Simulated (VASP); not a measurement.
Band structure of ZnS (zinc blende). Calculation: r2SCAN meta-GGA, VASP's PBE PAW potentials (set 64) (plane waves; VASP).

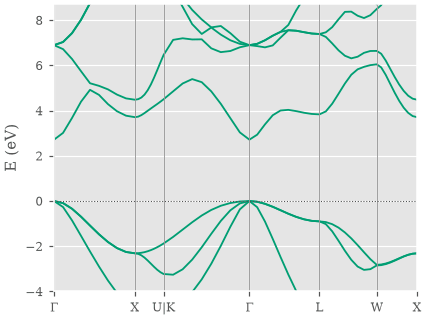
Bands along high-symmetry lines, zero at the valence-band maximum or, without a gap, the Fermi level

**Question.** Read the plot: is there a gap, and where are the band edges?

**Answer.** The gap is direct, 2.72 eV, from the valence maximum at Γ to the conduction minimum at Γ.

Measured: gap 3.94 eV (computed value off by -1.22 eV), as given by Wei Chen et al., Physical Review Materials (2018), doi:10.1103/physrevmaterials.2.073803 [zero-point renormalisation of 0.1 eV added back (the table's ZPR column)].

The compound is ZnS in the zinc blende structure. It was relaxed first.
